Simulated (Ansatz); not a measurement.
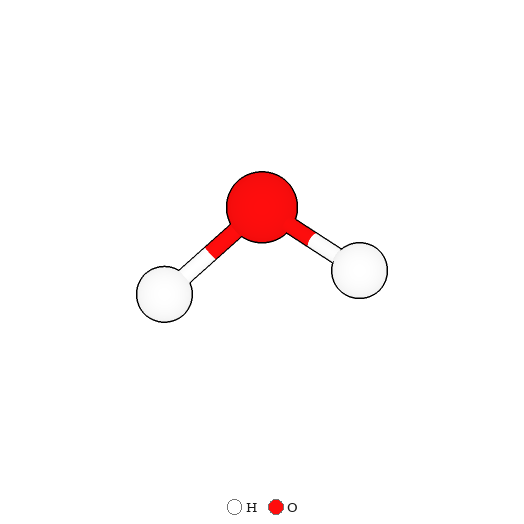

Harmonic vibrations computed with RKS PBE0-D4/def2-TZVP (Ansatz 0.2.0) at a stationary point of the same level.

> Minimum or transition state?

A minimum: no imaginary frequency, and the lowest mode lies at 1623 cm⁻¹.

> How many vibrational modes are there, and where do they lie?

3 modes: 1623, 3852, 3959 cm⁻¹.
